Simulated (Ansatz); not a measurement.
Fields on a plane of Nb (bcc, W type)

```
Nb
1.0
   -1.65147     1.65147     1.65147
    1.65147    -1.65147     1.65147
    1.65147     1.65147    -1.65147
Nb
1
Direct
  0.00000   0.00000   0.00000
```

The slice is a {211} plane (indices of the conventional cell) through the point (0.000, 0.000, 0.000) (fractional), spanned by u = [111] and v = [1 0 -1] in vectors of this cell: u (2.86 Å) and v (4.67 Å, at 90° to u). It covers one period; positions are fractions (u, v).

Atoms on it: Nb at (0.00, 0.00).

Computed with r2SCAN (plane waves to 500 eV, PAW, scalar-relativistic; Ansatz, a first-principles code). k mesh 20×20×20. Inside the PAW spheres the values are not all-electron values, and peaks at nuclei hang on which shells count as valence. Nb is run without spin polarisation. Nb was relaxed with its symmetry unable to fall. The PAW data are Ansatz's earlier set.

```
|xxxxxxxxxxxxxx00003344330000xxxxxxxxxxxx|
|xxxxxxxxxxxxxx00114455441100xxxxxxxxxxxx|
|xxxxxxxxxxxxxx00225566552200xxxxxxxxxxxx|
|xxxxxxxxxxxx000044667766440000xxxxxxxxxx|
|xxxxxxxxxx0000336677887766330000xxxxxxxx|
|xxxxxxxx00003355778899887755330000xxxxxx|
|0000000011335577889999998877553311000000|
|1111223344667788999999999988776644332211|
|5555556677778899999999999999887777665555|
|7777778888888888999999999988888888887777|
|8888888888888888888888888888888888888888|
|9999998888887777777777777777778888889999|
|9999998888777766666666666666777788889999|
|9999888877666655555555555555666677888899|
|9999887777665555444444444455556677778899|
|9988887777665544444444444444556677778888|
|9999887777665555444444444455556677778899|
|9999888877666655555555555555666677888899|
|9999998888777766666666666666777788889999|
|9999998888887777777777777777778888889999|
|8888888888888888888888888888888888888888|
|7777778888888888999999999988888888887777|
|5555556677778899999999999999887777665555|
|1111223344667788999999999988776644332211|
|0000000011335577889999998877553311000000|
|xxxxxxxx00003355778899887755330000xxxxxx|
|xxxxxxxxxx0000336677887766330000xxxxxxxx|
|xxxxxxxxxxxx000044667766440000xxxxxxxxxx|
|xxxxxxxxxxxxxx00225566552200xxxxxxxxxxxx|
|xxxxxxxxxxxxxx00114455441100xxxxxxxxxxxx|
|xxxxxxxxxxxxxx00003344330000xxxxxxxxxxxx|
|xxxxxxxxxxxxxx00003344330000xxxxxxxxxxxx|
```
Scale: ten equal steps from 4.00 (start of '0') to 12.51 (end of '9'), in the order '0123456789'. Values: electrostatic potential energy of an electron, from the cell's mean, in eV. The map has 20 points along u (two characters each, u = 0 at the left) and 32 along v (v = 0 in the bottom row). Points within 1 Å of a nucleus are blanked (x), as the pseudised field means little there. Values under 4 eV are set to 4. The zero, the cell's mean, hangs on the PAW cores.

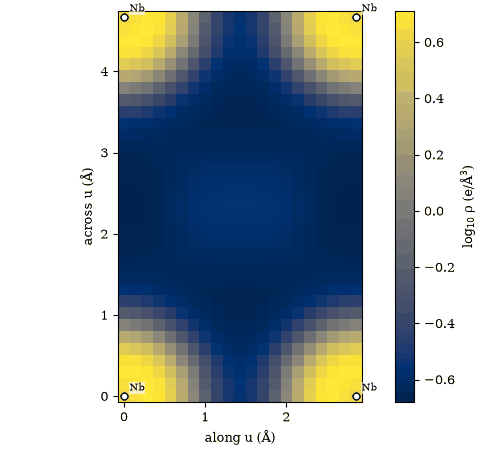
Fig. 1. Log₁₀ of the valence density in e/Å³, one period of the plane, atoms marked. The scale is logarithmic, as a density can span decades between atoms and voids.

The density on the Nb–Nb line (2.86 Å) at its midpoint comes out as 0.28 e/Å³ and the ELF at that point is 0.24.
